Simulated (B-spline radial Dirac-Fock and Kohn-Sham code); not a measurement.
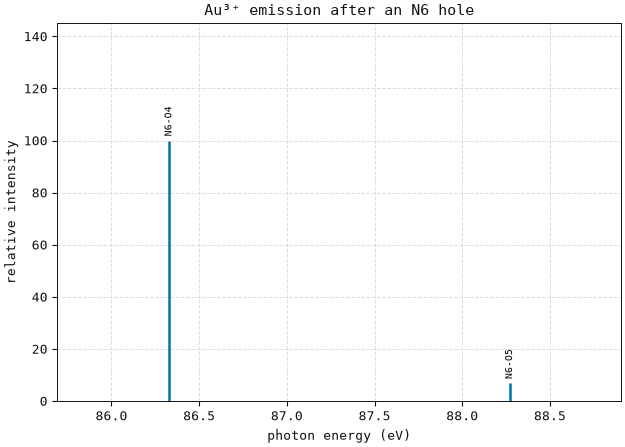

X-ray emission lines that fill an N6 (4f5/2) hole, as sticks. Multiplet splitting by the open shell is left out. The figure is for Au³⁺ in the configuration [Xe] 4f14 5d7 6s1, which is not the ground configuration. Level of theory: independent-particle rates on relativistic LDA orbitals of the hole state (multipoles to L = 3), energies from Dirac–Fock ΔSCF; calculated with a B-spline radial atomic code.

Q: What are the natural width, lifetime and fluorescence yield of the N6 hole?

A: Width 0.141 eV, lifetime 4.66 fs, fluorescence yield 5.58 × 10⁻⁵.

Q: Which line is the strongest, where is it and what share of the photons does it carry?

A: N6-O4 at 86.33 eV, 93.6 % of the radiative decays.

Q: How far apart are N6-O4 and N6-O5, and what is their intensity ratio?

A: 1.94 eV apart, with N6-O5 at 0.068 of the intensity of N6-O4.
